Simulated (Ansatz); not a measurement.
```yaml
crystal:
  lattice:
    - [3.91117, 0.00000, 0.00000]
    - [0.00000, 3.91117, 0.00000]
    - [0.00000, 0.00000, 3.18896]
  atoms:
    - { symbol: Mo, position: [0.50000, 0.50000, 0.50000] }
    - { symbol: I, position: [0.00000, 0.00000, 0.50000] }
```

Space group P4/mmm; a generated structure, not necessarily the stable one.

These are results of Kohn-Sham DFT of a periodic cell, revPBE, Ansatz PAW in Ansatz 0.2.0, not measurements.

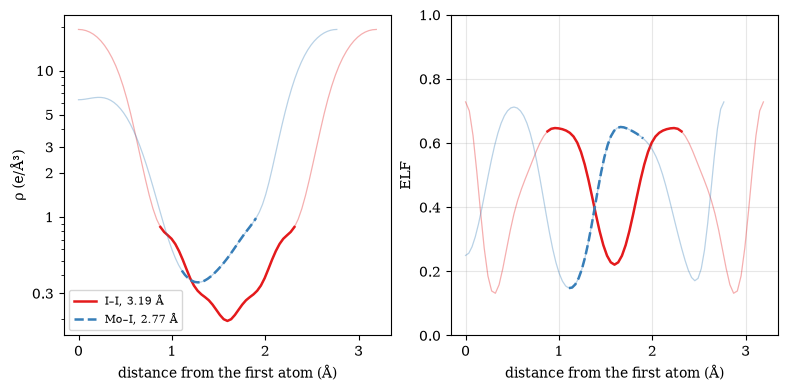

MoI. Valence electron density and ELF along straight lines between neighbouring atoms. Thin, pale parts lie inside the atomic spheres.

The density is the valence pseudo-density of a PAW calculation; it isn't the true density close to the nuclei.

**Compare the contacts.**

I–I (3.19 Å): ρ at the midpoint is about 0.19 e/Å³; the ELF is about 0.20 at the midpoint.
Mo–I (2.77 Å): ρ is about 0.38 e/Å³ halfway; the ELF is about 0.40 at the midpoint.
